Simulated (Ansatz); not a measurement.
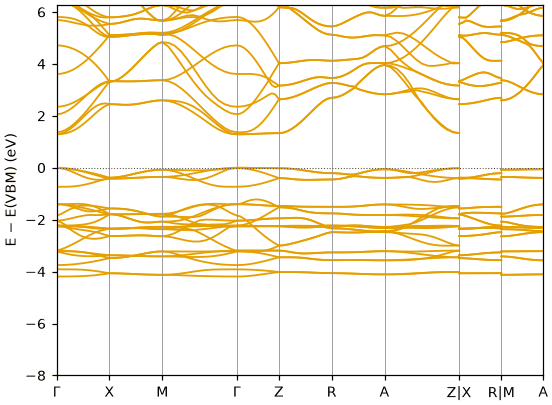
Band structure from DFT-r²SCAN in the program Ansatz with PAW potentials

Problem. Read off the gap and where the band edges lie.

Solution. About 1.3 eV (1.29 eV by a search for the band edges); maximum at Γ, minimum at Γ.

Problem. Which of these materials gives this?
A) BiClO, P4/nmm (Bi on 2c, Cl on 2c, O on 2a)
B) LiCa2CuN2, P4_2/mnm (Li on 2a, Ca on 4d, Cu on 2b, N on 4f)
C) LaSF, P4/nmm (La on 2c, S on 2c, F on 2a)
D) SnO2, rutile

Solution. B, LiCa2CuN2, P4_2/mnm (Li on 2a, Ca on 4d, Cu on 2b, N on 4f)

The workflow started from a Materials Project entry (that database holds measured and hypothetical structures alike); the Crystallography Open Database copy checked does not list it. With Li and Cu taken as one species the cell has the higher symmetry P4_2/mmc, so it may be an ordered model of a mixed-site phase. Its standing as an ambient phase is unchecked. The cell was relaxed with r²SCAN under the symmetry of its start; whether a distortion lowers the energy is not shown. The run is not spin-polarised.

Potentials: the later of the program's two PAW sets.
